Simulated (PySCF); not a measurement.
# CH7Si2 (SMILES [SiH2]C[SiH3]) (doublet): what the fields show

Input

```
{"job": {"kind": "epr", "basis": "pcH-1"}, "charge": 0, "multiplicity": 2}
Si    -1.838268    -0.012647    -0.265978
C     -0.119316     0.784181    -0.343844
Si     1.291855    -0.310906     0.314424
H     -1.965883    -1.185527    -1.124408
H     -2.295651    -0.263959     1.096508
H      0.102586     1.059019    -1.376101
H     -0.130007     1.717668     0.220764
H      1.353684    -1.546195    -0.469736
H      1.038804    -0.632034     1.720463
H      2.571079     0.395053     0.205382
```

Command:

```sh
OMP_NUM_THREADS=1 python probes_run.py task.json out
```

Geometry: GFN2-xTB.

Theory: PySCF 2.14.0, density-fitted response routines, UKS B3LYP, pcH-1 on C H Si, non-relativistic, mean-field spin-orbit, GIAO.

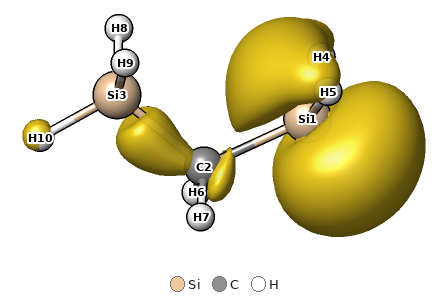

Figure 1. Isosurfaces of the spin density at +0.015 (yellow) and −0.015 e/Å³ (cyan), seen at a tilt.

Describe the spin distribution.

The unpaired spin (1 electron) lies mostly on Si1 (about 0.8), in electrons by Hirshfeld's partition. Only one sign reaches the isovalue.

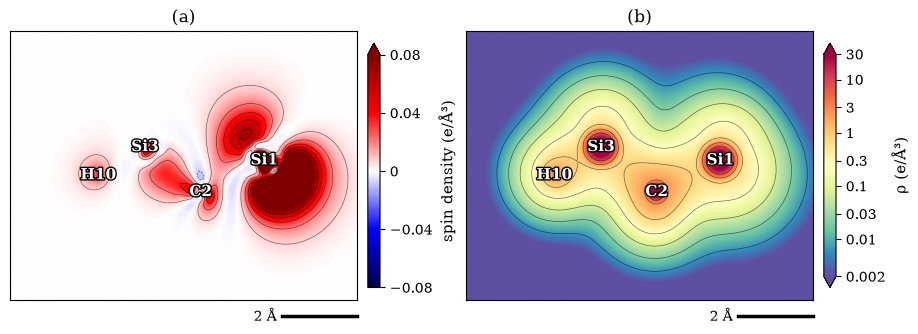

Figure 2. (a) spin density; (b) total electron density on the plane of atoms Si1, C2 and Si3.

Read the bonding off the picture.

- The plane passes through Si, C and H nuclei.
- C–Si (1.90 Å): the density is about 0.89 e/Å³ at the midpoint.
- Si–H (1.47 Å): ρ at the midpoint is about 0.81 e/Å³.

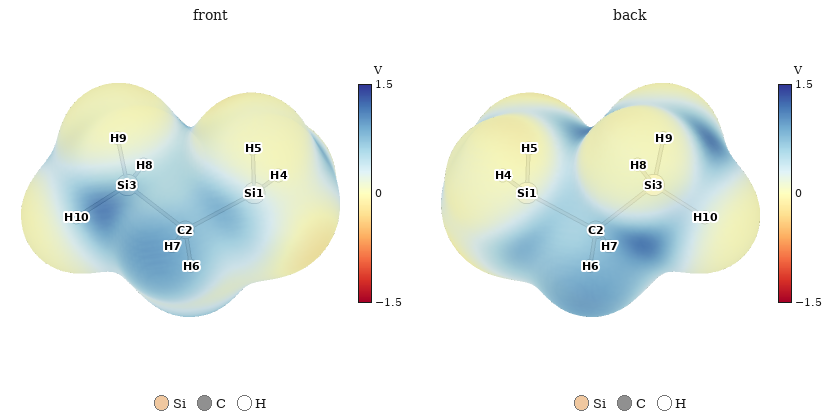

Figure 3. The molecular electrostatic potential painted on the density surface at 0.002 e/bohr³, seen from the front and from behind; red is negative and blue positive.

Which sites attract a positive test charge, and which a negative one?

A positive charge is drawn to the negative regions and a negative charge to the positive ones. The most negative region (about −0.1 V) lies over H5, the most positive (about +1.1 V, or +25 kcal/mol for a unit charge) over Si3.
